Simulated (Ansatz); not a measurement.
```xyz
32
Lattice="4.0630 0.0000 0.0000 0.0000 9.8872 0.0000 0.0000 0.0000 13.3805" Properties=species:S:1:pos:R:3 pbc="T T T"
Sc    0.0000    3.5841    3.3451
Sc    2.0315    8.5277    3.3451
Sc    0.0000    6.3031   10.0354
Sc    2.0315    1.3595   10.0354
Si    0.0000    3.8016    0.5205
Si    2.0315    8.7452    0.5205
Si    0.0000    6.0856    7.2108
Si    2.0315    1.1420    7.2108
Si    0.0000    6.0856   12.8600
Si    2.0315    1.1420   12.8600
Si    0.0000    3.8016    6.1698
Si    2.0315    8.7452    6.1698
Sc    0.0000    0.8246    1.4946
Sc    2.0315    5.7682    1.4946
Sc    0.0000    9.0626    8.1849
Sc    2.0315    4.1190    8.1849
Sc    0.0000    9.0626   11.8859
Sc    2.0315    4.1190   11.8859
Sc    0.0000    0.8246    5.1957
Sc    2.0315    5.7682    5.1957
Pd    0.0000    2.0536    7.9725
Pd    2.0315    6.9972    7.9725
Pd    0.0000    7.8336    1.2823
Pd    2.0315    2.8900    1.2823
Pd    0.0000    7.8336    5.4080
Pd    2.0315    2.8900    5.4080
Pd    0.0000    2.0536   12.0983
Pd    2.0315    6.9972   12.0983
Si    0.0000    6.5236    3.3451
Si    2.0315    1.5800    3.3451
Si    0.0000    3.3636   10.0354
Si    2.0315    8.3072   10.0354
```

Space group Cmcm; built by placing these elements on a known structure type; not relaxed (largest force 1.3 eV/Å); computed pressure about 4 GPa in this cell.

All numbers below come from DFT, PAW plane waves, r2SCAN in Ansatz.

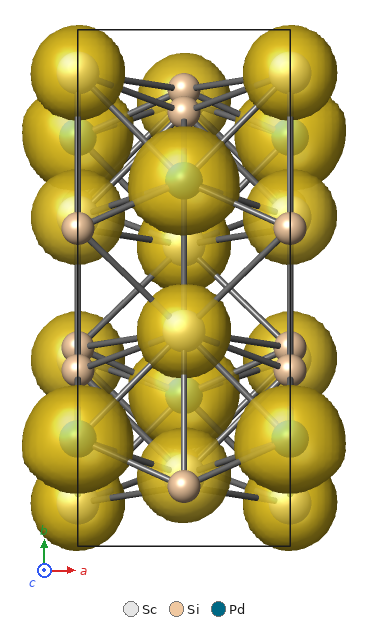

Sc3Si3Pd2. Isosurface of the valence charge density (pseudo) at 0.6 e/Å³ (yellow), seen along the c axis. Sticks mark near contacts.

The density is the valence pseudo-density of a PAW calculation; it isn't the true density close to the nuclei.

**How is the density connected at this value?**

At this value the density breaks into separate islands; it holds about 65 % of the electrons treated as valence (semicore included). It bridges none of the near contacts. It is pinched off along the shortest Si–Pd (2.35 Å), Si–Si (2.51 Å), Sc–Si (2.83 Å) and Sc–Pd (2.89 Å) contacts. On the grid the lowest density along these lines, outside the cores, is 0.49 e/Å³ (Si–Pd, 2.35 Å), 0.41 e/Å³ (Si–Si, 2.51 Å), 0.21 e/Å³ (Sc–Si, 2.83 Å) and 0.21 e/Å³ (Sc–Pd, 2.89 Å).
